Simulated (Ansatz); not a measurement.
A computed series for CoPdO2: pressure series

Consider CoPdO2 (space group R-3m, No. 166; non-magnetic).

```
CELL_PARAMETERS angstrom
      1.41288     0.81572     5.91810
     -1.41288     0.81572     5.91810
      0.00000    -1.63145     5.91810
ATOMIC_POSITIONS crystal
  Pd 0.00000 0.00000 0.00000
  Co 0.50000 0.50000 0.50000
  O  0.11264 0.11264 0.11264
  O  0.88736 0.88736 0.88736
```

Cell and atoms are relaxed at each pressure.

All numbers come from r2SCAN (Ansatz, an electronic-structure program), no spin-orbit coupling.

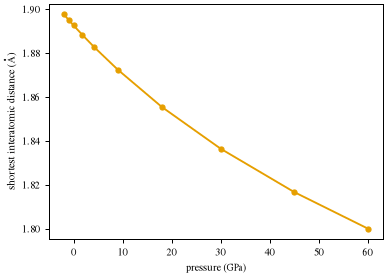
Shortest interatomic distance against pressure

Problem. From the plot, what is the shortest interatomic distance for pressure 30 GPa?

Solution. About 1.836 Å.

Problem. Is the trend monotonic over the range shown?

Solution. Yes, it falls throughout, spanning 1.800 Å to 1.898 Å.

Load acts through the strain it causes; cell and atoms are relaxed under it. Stability against distortions was not tested. No other phases were tried under pressure. Seeded moments were not kept for the base. No Hubbard U is applied and the magnetic state is the run's own (CoPdO2 not spin-polarised; CoPdO2 non-magnetic); other magnetic orders, which need larger cells, were not tried and can change the gap. All final runs are without spin polarisation. An odd electron count without spin: CoPdO2.
